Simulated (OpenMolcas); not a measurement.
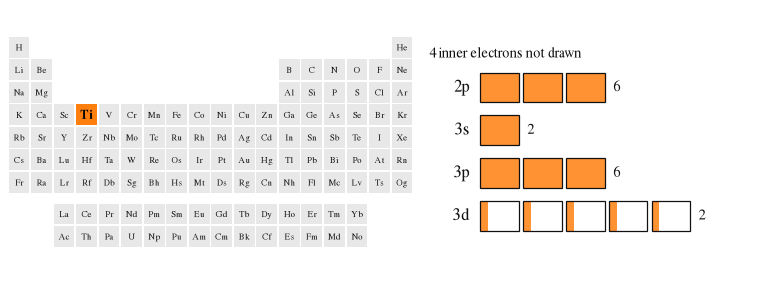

Left, the place of titanium in the periodic table; right, the outer shells of the leading configuration of the lowest level: a box for each of the 2l + 1 orbitals, shaded by the share of the shell that is filled, with the electron count at the right.

## Ti²⁺ complex: multiconfigurational calculation

System: Ti²⁺ with 6 ligands (F; octahedron, 2.203 Å), embedded in CsCaF3 by model potentials and point charges, whose field is part of the energies.
Method: state-averaged CASSCF, active space 2 electrons in the shell 3d, basis ANO-RCC-VDZP on the metal and ANO-RCC-VDZP on the ligands, DKH2 scalar Hamiltonian, spin-orbit coupling by RASSI with atomic mean-field integrals (OpenMolcas).

The input:
```
&GATEWAY
Basis set
Ti.ANO-RCC-VDZP.
Ti1 0.0 0.0 0.0 Angstrom
End of basis
Basis set
F.ANO-RCC-VDZP.
L1 2.203000 0.000000 0.000000 Angstrom
L2 0.000000 2.203000 0.000000 Angstrom
L3 0.000000 0.000000 2.203000 Angstrom
End of basis
Basis set
Ca.EMB-AIMP.Lopez-Moraza.10s7p.1s1p.ECP.CsCaF3.
PseudoCharge
* 3 symmetry-unique lattice sites within 7.6 angstrom
End of basis
Basis set
Cs.EMB-AIMP.Lopez-Moraza.0s.0s.ECP.CsCaF3.
PseudoCharge
* 16 symmetry-unique lattice sites within 7.6 angstrom
End of basis
Basis set
Ca.EMB-AIMP.Lopez-Moraza.0s.0s.ECP.CsCaF3.
PseudoCharge
* 6 symmetry-unique lattice sites within 7.6 angstrom
End of basis
Basis set
F.EMB-AIMP.Lopez-Moraza.0s.0s.ECP.CsCaF3.
PseudoCharge
* 27 symmetry-unique lattice sites within 7.6 angstrom
End of basis
Symmetry
XYZ
AngMom=0.0 0.0 0.0
AMFI
RICD
XField
1537 Angstrom 0
* Evjen-weighted lattice charges
&SEWARD
&RASSCF
FileOrb=start.orb
Symmetry=1
Spin=3
nActEl=2 0 0
Inactive=18 21
Ras2=5 0
CIRoot=10 10 1
SDav=10
CIMx=300
Iter=150 100
PrWF=0.3
OrbListing=Nothing
MaxOrb=0
LevShft=1.0
>>> COPY $Project.JobIph JOB001
&RASSCF
FileOrb=start.orb
Symmetry=1
Spin=1
nActEl=2 0 0
Inactive=18 21
Ras2=5 0
CIRoot=15 15 1
SDav=15
CIMx=300
Iter=150 100
PrWF=0.3
OrbListing=Nothing
MaxOrb=0
LevShft=1.0
>>> COPY $Project.JobIph JOB002
&RASSI
NrOfJobIphs=2 10 15
1 2 3 4 5 6 7 8 9 10
1 2 3 4 5 6 7 8 9 10 11 12 13 14 15
IphNames
JOB001
JOB002
EJob
SpinOrbit
DIPRint=1.0
SOCoupling=1000.0
Subsets=2
Property=9
'ANGMOM' 1 'ANGMOM' 2 'ANGMOM' 3 'MLTPL  1' 1 'MLTPL  1' 2 'MLTPL  1' 3
'AMFI' 1 'AMFI' 2 'AMFI' 3
SOProperty=3
'ANGMOM' 1 'ANGMOM' 2 'ANGMOM' 3
```

The file start.orb holds starting orbitals from an earlier step. A driver script formed the levels outside the program, from RASSI's spin-orbit matrix and the active-space energies, averaged over the components of each term or state.

Hardware: 1 thread of Arm Neoverse V1, 24 GiB of memory available, shared host.

Command:
```bash
OMP_NUM_THREADS=1 MOLCAS_MEM=2457 MOLCAS_PROJECT=a pymolcas a.inp > a.log  # once for each step of the input, in one work folder
```

Output (extracts):
```
--- SEWARD ---
Basis set label: TI.ANO-RCC...5S4P2D1F.

      Electronic valence basis set:
      ------------------
      Associated Effective Charge  22.000000 au
      Associated Actual Charge     22.000000 au
      Nuclear Model: Point charge

      Shell  nPrim  nBasis  Cartesian Spherical Contaminant
         s      21       5        X
         p      15       4        X
         d      10       2                 X
         f       6       1                 X
                  Relativistic Douglas-Kroll-Hess integrals:
                    - DKH order of Hamiltonian: 2
                    - DKH order of Properties : 0
                  Atomic mean-field integrals
--- RASSCF ---
Wave function specifications:
      -----------------------------

      Number of closed shell electrons          78
      Number of electrons in active shells       2
      Max number of holes in RAS1 space          0
      Max nr of electrons in RAS3 space          0
      Number of inactive orbitals               39
      Number of active orbitals                  5
      Number of secondary orbitals              98
      Spin quantum number                      1.0
      State symmetry                             1
Orbital specifications:
      -----------------------

      Symmetry species                           1   2
                                                ag  au
      Frozen orbitals                            0   0
      Inactive orbitals                         18  21
      Active orbitals                            5   0
      RAS1 orbitals                              0   0
      RAS2 orbitals                              5   0
      RAS3 orbitals                              0   0
      Secondary orbitals                        46  52
      Deleted orbitals                           0   0
      Number of basis functions                 69  73
      Number of CSFs                            10
      Number of root(s) required                10
      Iter CI   SX   CI       RASSCF       Energy    max ROT     max BLB   max BLB  Level Ln srch  Step   QN
          iter iter root      energy       change     param      element    value   shift minimum  type update
 Nr of preliminary CI iterations:   1
      Total energies have been shifted. Add                -1000.00 au
        1   1   10    0  -451.28082538    0.00E+00  -5.77E-02   14  45 2 -3.13E-01*  0.78   0.00    SX    NO
        2   1    9    0  -451.95723254   -6.76E-01* -2.66E-02    9  70 2  1.02E-01*  0.84   0.00    SX    NO
        3   1    9    0  -452.00935742   -5.21E-02* -1.23E-02    9  71 2 -3.53E-02*  0.86   0.00    SX    NO
        4   1    8    0  -452.01830499   -8.95E-03* -6.93E-03   18  21 1  1.87E-02*  0.87   0.00    SX    NO
        5   1    8    0  -452.02035181   -2.05E-03* -6.75E-03   18  21 1  1.06E-02*  0.87   2.01    LS   YES
        6   1    8    0  -452.02103888   -6.87E-04*  1.40E-03   21  62 2 -2.95E-03*  0.88   1.03    QN   YES
        7   1    7    0  -452.02111569   -7.68E-05*  1.39E-03   18  52 1 -1.45E-03*  0.88   2.00    LS   YES
        8   1    7    0  -452.02114071   -2.50E-05* -2.37E-04   21  65 2  7.92E-04*  0.88   0.99    QN   YES
        9   1    6    0  -452.02114594   -5.23E-06* -1.95E-04   21  62 2  3.41E-04*  0.88   1.38    QN   YES
       10   1    6    0  -452.02114708   -1.14E-06*  5.17E-05    7  19 1  9.12E-05   0.88   1.22    QN   YES
       11   1    5    0  -452.02114721   -1.29E-07* -2.69E-05   18  61 1 -4.68E-05   0.88   1.20    QN   YES
       12   1    5    0  -452.02114727   -6.07E-08* -1.06E-05   21  65 2 -1.92E-05   0.88   1.03    QN   YES
       13   1    4    0  -452.02114727   -3.39E-09  -4.58E-06   21  62 2 -5.84E-06   0.88   1.15    QN   YES
      Convergence after 13 iterations
       14   1    4    0  -452.02114728   -1.83E-09  -4.58E-06    7  33 1 -7.91E-07   0.88   1.15    QN   YES
      Natural orbitals and occupation numbers for root  1
      sym 1:   0.065538  -0.000000   0.934462   0.934462   0.065538
      Natural orbitals and occupation numbers for root  2
      sym 1:   0.934462   0.934462   0.065538   0.065538  -0.000000
      Natural orbitals and occupation numbers for root  3
      sym 1:   0.934462   0.065538   0.065538   0.934462   0.000000
::    RASSCF root number  1 Total energy:  -1452.07135447
::    RASSCF root number  2 Total energy:  -1452.07135447
::    RASSCF root number  3 Total energy:  -1452.07135447
::    RASSCF root number  4 Total energy:  -1452.02979999
::    RASSCF root number  5 Total energy:  -1452.02979999
::    RASSCF root number  6 Total energy:  -1452.02979999
::    RASSCF root number  7 Total energy:  -1451.98149022
::    RASSCF root number  8 Total energy:  -1451.97550637
::    RASSCF root number  9 Total energy:  -1451.97550637
::    RASSCF root number 10 Total energy:  -1451.97550637
--- RASSCF ---
Wave function specifications:
      -----------------------------

      Number of closed shell electrons          78
      Number of electrons in active shells       2
      Max number of holes in RAS1 space          0
      Max nr of electrons in RAS3 space          0
      Number of inactive orbitals               39
      Number of active orbitals                  5
      Number of secondary orbitals              98
      Spin quantum number                      0.0
      State symmetry                             1
Orbital specifications:
      -----------------------

      Symmetry species                           1   2
                                                ag  au
      Frozen orbitals                            0   0
      Inactive orbitals                         18  21
      Active orbitals                            5   0
      RAS1 orbitals                              0   0
      RAS2 orbitals                              5   0
      RAS3 orbitals                              0   0
      Secondary orbitals                        46  52
      Deleted orbitals                           0   0
      Number of basis functions                 69  73
      Number of CSFs                            15
      Number of root(s) required                15
      Iter CI   SX   CI       RASSCF       Energy    max ROT     max BLB   max BLB  Level Ln srch  Step   QN
          iter iter root      energy       change     param      element    value   shift minimum  type update
 Nr of preliminary CI iterations:   1
      Total energies have been shifted. Add                -1000.00 au
        1   1    9    0  -451.96314725    0.00E+00  -9.80E-03   23  29 1 -6.87E-03*  0.87   0.00    SX    NO
        2   1    8    0  -451.96370626   -5.59E-04*  3.87E-03    7  33 2 -5.15E-03*  0.87   0.00    SX    NO
        3   1    8    0  -451.96383454   -1.28E-04*  2.04E-03    9  32 2 -2.16E-03*  0.86   0.00    SX    NO
        4   1    8    0  -451.96387064   -3.61E-05*  1.08E-03   11  23 1 -1.14E-03*  0.86   0.00    SX    NO
        5   1    7    0  -451.96388133   -1.07E-05*  1.34E-03   11  23 1 -7.08E-04*  0.86   2.24    LS   YES
        6   1    6    0  -451.96388601   -4.67E-06* -8.19E-05   11  23 1 -1.76E-04*  0.86   1.00    QN   YES
        7   1    6    0  -451.96388624   -2.36E-07* -8.47E-05   11  23 1 -9.37E-05   0.86   1.15    QN   YES
        8   1    5    0  -451.96388631   -6.39E-08*  4.57E-06   10  24 1  1.29E-05   0.86   1.02    QN   YES
        9   1    4    0  -451.96388631   -1.03E-09   5.14E-06   10  24 1  7.17E-06   0.86   1.41    QN   YES
      Convergence after  9 iterations
       10   1    4    0  -451.96388631   -1.13E-09   5.14E-06    8  24 2  1.95E-06   0.86   1.41    QN   YES
      Natural orbitals and occupation numbers for root  1
      sym 1:   0.942984   0.071118   0.064836   0.921062   0.000000
      Natural orbitals and occupation numbers for root  2
      sym 1:   0.907885   0.000002   0.956049   0.074930   0.061133
      Natural orbitals and occupation numbers for root  3
      sym 1:   0.935570   0.071587   0.068364   0.924479   0.000000
::    RASSCF root number  1 Total energy:  -1452.01678878
::    RASSCF root number  2 Total energy:  -1452.01678878
::    RASSCF root number  3 Total energy:  -1452.01678878
::    RASSCF root number  4 Total energy:  -1452.01548131
::    RASSCF root number  5 Total energy:  -1452.01548131
::    RASSCF root number  6 Total energy:  -1451.96453918
::    RASSCF root number  7 Total energy:  -1451.96453918
::    RASSCF root number  8 Total energy:  -1451.96453918
::    RASSCF root number  9 Total energy:  -1451.96437653
::    RASSCF root number 10 Total energy:  -1451.95309000
::    RASSCF root number 11 Total energy:  -1451.95309000
::    RASSCF root number 12 Total energy:  -1451.95309000
::    RASSCF root number 13 Total energy:  -1451.91589833
::    RASSCF root number 14 Total energy:  -1451.91589833
::    RASSCF root number 15 Total energy:  -1451.82790494
--- RASSI ---
SPIN-FREE ENERGIES:
  (Shifted by EMIN (a.u.) =      -1452.0713544727)

 SF State       Relative EMIN(au)   Rel lowest level(eV)    D:o, cm**(-1)

     1             0.0000000000        0.0000000000              0.0000
     2             0.0000000000        0.0000000000              0.0000
     3             0.0000000000        0.0000000000              0.0000
     4             0.0415544776        1.1307549389           9120.1536
     5             0.0415544776        1.1307549389           9120.1536
     6             0.0415544776        1.1307549389           9120.1536
    11             0.0545656893        1.4848080477          11975.7845
    12             0.0545656893        1.4848080477          11975.7845
    13             0.0545656893        1.4848080477          11975.7845
    14             0.0558731626        1.5203862081          12262.7418
    15             0.0558731626        1.5203862081          12262.7418
     7             0.0898642478        2.4453307554          19722.9226
     9             0.0958480983        2.6081596231          21036.2260
    10             0.0958480983        2.6081596231          21036.2260
     8             0.0958480983        2.6081596231          21036.2260
    16             0.1068152961        2.9065922797          23443.2477
    17             0.1068152961        2.9065922797          23443.2477
    18             0.1068152961        2.9065922797          23443.2477
    19             0.1069779396        2.9110180356          23478.9439
    20             0.1182644759        3.2181403340          25956.0523
    21             0.1182644759        3.2181403340          25956.0523
    22             0.1182644759        3.2181403340          25956.0523
    23             0.1554561437        4.2301771700          34118.6798
    24             0.1554561437        4.2301771700          34118.6798
    25             0.2434495311        6.6245992210          53430.9961
     Dipole printing threshold changed to   1.00000000E+00
Eigenvalues of complex Hamiltonian:
   -----------------------------------
  (Shifted by EMIN (a.u.) =      -1452.0713544727)

 SO State       Relative EMIN(au)   Rel lowest level(eV)    D:o, cm**(-1)

     1            -0.0004162422        0.0000000000              0.0000
     2            -0.0004162422        0.0000000000              0.0000
     3            -0.0004019006        0.0003902563              3.1476
     4            -0.0004019006        0.0003902563              3.1476
     5            -0.0004019006        0.0003902563              3.1476
     6             0.0003811008        0.0216968093            174.9966
     7             0.0003811008        0.0216968093            174.9966
     8             0.0003811008        0.0216968093            174.9966
     9             0.0007749850        0.0324149430            261.4441
    10             0.0412760640        1.1345054496           9150.4036
    11             0.0413722704        1.1371233587           9171.5184
    12             0.0413722704        1.1371233587           9171.5184
    13             0.0413722704        1.1371233587           9171.5184
    14             0.0416987523        1.1460073818           9243.1729
    15             0.0416987523        1.1460073819           9243.1729
    16             0.0416987523        1.1460073818           9243.1729
    17             0.0417087010        1.1462781012           9245.3564
    18             0.0417087010        1.1462781012           9245.3564
    19             0.0545966184        1.4969762003          12073.9273
    20             0.0545966184        1.4969762003          12073.9273
    21             0.0545966184        1.4969762003          12073.9273
    22             0.0558665613        1.5315331063          12352.6476
    23             0.0558665613        1.5315331063          12352.6476
    24             0.0898612112        2.4565746558          19813.6108
    25             0.0898612112        2.4565746558          19813.6108
    26             0.0898612112        2.4565746558          19813.6108
    27             0.0953214382        2.6051550002          21011.9921
    28             0.0955977641        2.6126742106          21072.6386
    29             0.0955977641        2.6126742107          21072.6386
    30             0.0955977641        2.6126742107          21072.6386
    31             0.0960956916        2.6262235078          21181.9211
    32             0.0960956916        2.6262235078          21181.9211
    33             0.0960956916        2.6262235078          21181.9211
    34             0.0961075980        2.6265474984          21184.5343
    35             0.0961075980        2.6265474984          21184.5343
    36             0.1068455044        2.9187408172          23541.2323
    37             0.1068455044        2.9187408172          23541.2323
    38             0.1068455044        2.9187408172          23541.2323
    39             0.1069975095        2.9228770878          23574.5936
    40             0.1182678481        3.2295586240          26048.1470
    41             0.1182678481        3.2295586240          26048.1470
Weights of the five most important spin-orbit-free states for each spin-orbit state.

 SO State  Total energy (au)           Spin-free states, spin, and weights
 -------------------------------------------------------------------------------------------------------
    1        -0.000416       3 1.0  0.6660    2 1.0  0.1781    1 1.0  0.1553    5 1.0  0.0002    4 1.0  0.0002
    2        -0.000416       1 1.0  0.5110    2 1.0  0.4882    6 1.0  0.0003    3 1.0  0.0003   15 0.0  0.0001
    3        -0.000402       2 1.0  0.4998    3 1.0  0.4960    1 1.0  0.0040    4 1.0  0.0001    6 1.0  0.0001
    4        -0.000402       1 1.0  0.4973    2 1.0  0.2628    3 1.0  0.2397    5 1.0  0.0001    4 1.0  0.0000
    5        -0.000402       1 1.0  0.4985    3 1.0  0.2641    2 1.0  0.2371    5 1.0  0.0001    6 1.0  0.0000
    6         0.000381       3 1.0  0.4923    2 1.0  0.4884    1 1.0  0.0191    6 1.0  0.0001    4 1.0  0.0001
    7         0.000381       3 1.0  0.4992    1 1.0  0.4889    2 1.0  0.0117    6 1.0  0.0001    5 1.0  0.0001
    8         0.000381       2 1.0  0.4997    1 1.0  0.4918    3 1.0  0.0083    4 1.0  0.0001    5 1.0  0.0001
    9         0.000775       3 1.0  0.3333    2 1.0  0.3333    1 1.0  0.3333   19 0.0  0.0000   10 1.0  0.0000
   10         0.041276       6 1.0  0.3333    4 1.0  0.3333    5 1.0  0.3333   14 0.0  0.0000   24 0.0  0.0000
   11         0.041372       6 1.0  0.4984    4 1.0  0.4984   11 0.0  0.0027    7 1.0  0.0003   12 0.0  0.0001
   12         0.041372       5 1.0  0.4984    6 1.0  0.4948    4 1.0  0.0036   12 0.0  0.0026    7 1.0  0.0003
```

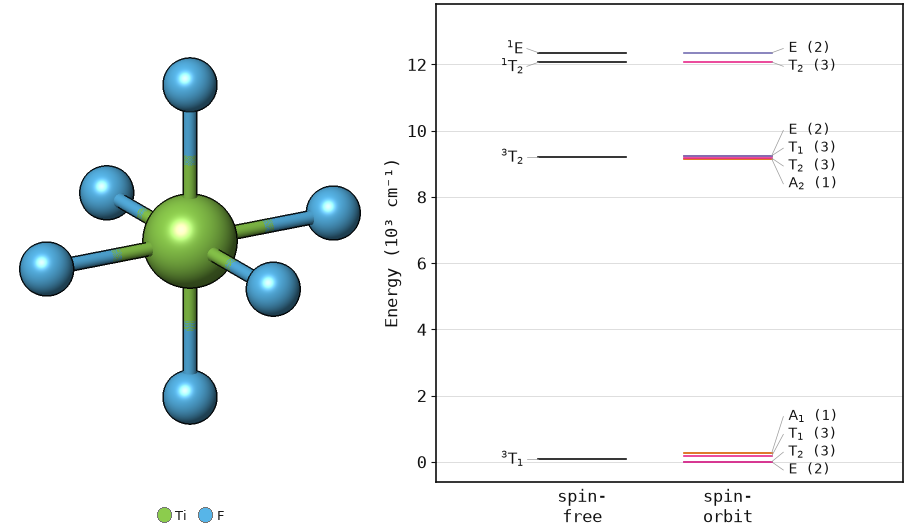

Ti²⁺ (3d²) as a dopant in CsCaF₃, a cluster with its 6 nearest F⁻ at 2.203 Å (octahedron) embedded in model potentials and point charges; the geometry was set, not optimised, and its levels. Labels give the representation in O, Td, D4 or D3 as the site allows (double group for half-integer spin) where it could be assigned and, in brackets, the degeneracy; spin-free states, where drawn, share the zero of the spin-orbit levels. The ground level is E, doubly degenerate, 100 % from states of spin multiplicity 3. Its principal g values are all close to zero. The next level lies at 3.1 cm⁻¹ (T₂). The lowest spin-free state is ³T₁, from the free-ion F term; of the same spin there follows at 9,120 cm⁻¹ (³T₂) above it. The active orbitals hold 93 to 97 % metal character (Löwdin), and the Mulliken charge of the metal is +1.72.

Summary:

- outcome: converged
- energy of the lowest spin-free term: −1452.07135 hartree
- energy of the lowest spin-orbit level: −1452.07177 hartree
- largest spread among components of a term: 0.0 cm⁻¹
- wall time: 18 s
- peak memory: 0.18 GiB

Notes:

Without dynamic correlation the splittings between terms come out too large, often by 20 to 50 %. Caveats: the geometry is set by hand, with no relaxation.
